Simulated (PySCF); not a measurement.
# C3H7FO (SMILES CC(O)CF): levels of theory compared

Aim: a comparison of 3 runs (HF/ANO-RCC-MB, HF/ANO-RCC-VDZ, HF/ANO-RCC-VDZP) of C3H7FO. 

Program for the calculation: PySCF 2.14.0.

## 1. Starting point

The species is C3H7FO (12 atoms), meant as a singlet with charge 0. As SMILES, `CC(O)CF`. Geometry: relaxed at PBE0-D4/def2-TZVP. This is one conformer, not always the lowest.

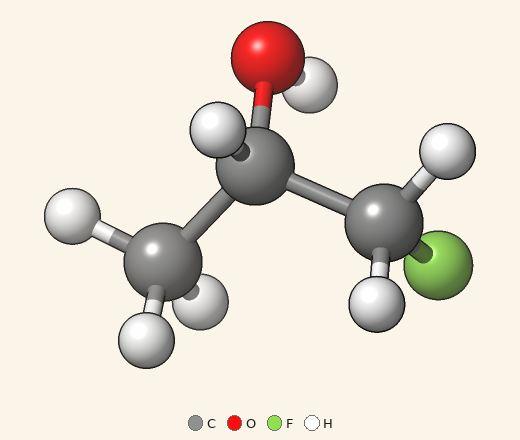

The structure, seen from a chosen angle (carbon grey, oxygen red, fluorine green, hydrogen white).

## 2. The polarisability at HF/ANO-RCC-MB (sfX2C) (run 1)

input.py reads:

```python
# CC(O)CF
import numpy
from pyscf import gto
from pyscf.prop.polarizability import rhf

system = gto.Mole()
system.atom = [
    ('C', (-0.861800, 1.004400, 0.208700)),
    ('C', (0.199900, -0.038400, 0.506300)),
    ('O', (1.496500, 0.522300, 0.522200)),
    ('C', (0.145400, -1.208700, -0.448900)),
    ('F', (0.395100, -0.760600, -1.740500)),
    ('H', (-0.769800, 1.836300, 0.907900)),
    ('H', (-0.748500, 1.390300, -0.807300)),
    ('H', (-1.865800, 0.582400, 0.299800)),
    ('H', (0.044200, -0.442300, 1.513100)),
    ('H', (1.702500, 0.796900, -0.377100)),
    ('H', (-0.838400, -1.687000, -0.443400)),
    ('H', (0.918400, -1.940600, -0.201600)),
]
system.max_memory = 1860
system.charge = 0
system.basis = 'ano-rcc-mb'
system.verbose = 3
system.spin = 0
system.build()

myscf = system.RHF()
myscf = myscf.x2c()
myscf.conv_tol = 1e-10
myscf.kernel()
if not myscf.converged:
    myscf = myscf.newton().run(myscf.mo_coeff, myscf.mo_occ)

e_final = myscf.e_tot
print(f'total energy: {e_final:.8f} hartree')
pol = rhf.Polarizability(myscf)
alpha = pol.polarizability()
print('isotropic polarizability %.4f bohr^3' % (numpy.trace(alpha) / 3))
alpha_w = pol.polarizability_with_freq(freq=0.0774)
beta = pol.hyper_polarizability()
```

Run with:

```bash
$ OMP_NUM_THREADS=1 python input.py
```

The program printed:

```text
converged SCF energy = -291.913773783047
total energy: -291.91377378 hartree
isotropic polarizability 22.0888 bohr^3
```

Wall time 5.7 s (1 thread of Arm Neoverse V2, shared host); peak memory 0.15 GiB.

## 3. The response to a field at HF/ANO-RCC-VDZ (sfX2C) (run 2)

job.py reads:

```python
import numpy
from pyscf import gto, scf
from pyscf.prop.polarizability import rhf

mol = gto.Mole()
mol.atom = '''
C   -0.861800   1.004400   0.208700
C    0.199900  -0.038400   0.506300
O    1.496500   0.522300   0.522200
C    0.145400  -1.208700  -0.448900
F    0.395100  -0.760600  -1.740500
H   -0.769800   1.836300   0.907900
H   -0.748500   1.390300  -0.807300
H   -1.865800   0.582400   0.299800
H    0.044200  -0.442300   1.513100
H    1.702500   0.796900  -0.377100
H   -0.838400  -1.687000  -0.443400
H    0.918400  -1.940600  -0.201600
'''
mol.spin = 0
mol.verbose = 3
mol.basis = 'ano-rcc-vdz'
mol.max_memory = 1860
mol.build()

hf = scf.RHF(mol)
hf = hf.sfx2c1e()
hf.conv_tol = 1e-10
hf.kernel()
if not hf.converged:
    hf = hf.newton().run(hf.mo_coeff, hf.mo_occ)

etot = hf.e_tot
print('E(%s) = %.9f' % ('HF', etot))
pol = rhf.Polarizability(hf)
alpha = pol.polarizability()
print('isotropic polarizability %.4f bohr^3' % (numpy.trace(alpha) / 3))
alpha_w = pol.polarizability_with_freq(freq=0.0774)
beta = pol.hyper_polarizability()
```

Run with:

```bash
$ OMP_NUM_THREADS=1 python job.py
```

The program printed:

```text
converged SCF energy = -292.126142260573
E(HF) = -292.126142261
isotropic polarizability 33.2346 bohr^3
```

Run time: 10 s. Hardware: 1 thread of Arm Neoverse V2, shared host; peak memory 0.16 GiB.

## 4. The response to a field at HF/ANO-RCC-VDZP (sfX2C) (run 3)

run.py reads:

```python
# CC(O)CF
import numpy
from pyscf import gto, scf
from pyscf.prop.polarizability import rhf

system = gto.Mole()
system.atom = [
    ('C', (-0.861800, 1.004400, 0.208700)),
    ('C', (0.199900, -0.038400, 0.506300)),
    ('O', (1.496500, 0.522300, 0.522200)),
    ('C', (0.145400, -1.208700, -0.448900)),
    ('F', (0.395100, -0.760600, -1.740500)),
    ('H', (-0.769800, 1.836300, 0.907900)),
    ('H', (-0.748500, 1.390300, -0.807300)),
    ('H', (-1.865800, 0.582400, 0.299800)),
    ('H', (0.044200, -0.442300, 1.513100)),
    ('H', (1.702500, 0.796900, -0.377100)),
    ('H', (-0.838400, -1.687000, -0.443400)),
    ('H', (0.918400, -1.940600, -0.201600)),
]
system.verbose = 4
system.basis = 'ano-rcc-vdzp'
system.spin = 0
system.max_memory = 1860
system.build()

mf = scf.RHF(system)
mf = mf.sfx2c1e()
mf.conv_tol = 1e-10
mf.kernel()
if not mf.converged:
    mf = mf.newton().run(mf.mo_coeff, mf.mo_occ)

etot = mf.e_tot
print(f'total energy: {etot:.8f} hartree')
pol = rhf.Polarizability(mf)
alpha = pol.polarizability()
print('isotropic polarizability %.4f bohr^3' % (numpy.trace(alpha) / 3))
alpha_w = pol.polarizability_with_freq(freq=0.0774)
beta = pol.hyper_polarizability()
```

Run with:

```bash
$ OMP_NUM_THREADS=1 python run.py
```

The program printed:

```text
PySCF version 2.14.0

[... 72 lines left out ...]
converged SCF energy = -292.267839662286
total energy: -292.26783966 hartree
[... 2 lines left out ...]
isotropic polarizability 37.1852 bohr^3
```

Run time: 71 s. Hardware: 1 thread of Arm Neoverse V2, shared host; peak memory 0.33 GiB.

## 5. The series

```csv
run,level,energy (Eh),dipole moment (D),HOMO energy (eV),LUMO energy (eV),wall time
1,HF/ANO-RCC-MB (sfX2C),-291.913774,1.76,-13.27,9.38,5.7 s
2,HF/ANO-RCC-VDZ (sfX2C),-292.126142,2.43,-12.59,2.27,10 s
3,HF/ANO-RCC-VDZP (sfX2C),-292.267840,1.89,-12.31,2.31,71 s
```

## 6. Summary of results

| quantity | value |
| --- | --- |
| run 3: total energy | -292.26784 Eh |
| run 3: dipole moment | 1.89 D |
| run 3: HOMO energy | -12.31 eV |
| run 3: LUMO energy | 2.31 eV |
| run 3: HOMO–LUMO gap | 14.61 eV |
| run 3: mean static polarisability | 37.2 bohr³ |
| run 3: mean polarisability at ω = 0.0774 Eh | 37.8 bohr³ |

The dipole moment (its size) runs from 1.76 D (HF/ANO-RCC-MB) to 2.43 D (HF/ANO-RCC-VDZ). The HOMO–LUMO gap runs from 14.61 eV (HF/ANO-RCC-VDZP) to 22.66 eV (HF/ANO-RCC-MB). In run 1 the basis is minimal, so the values are rough. All runs together took 87 s, the longest 71 s.
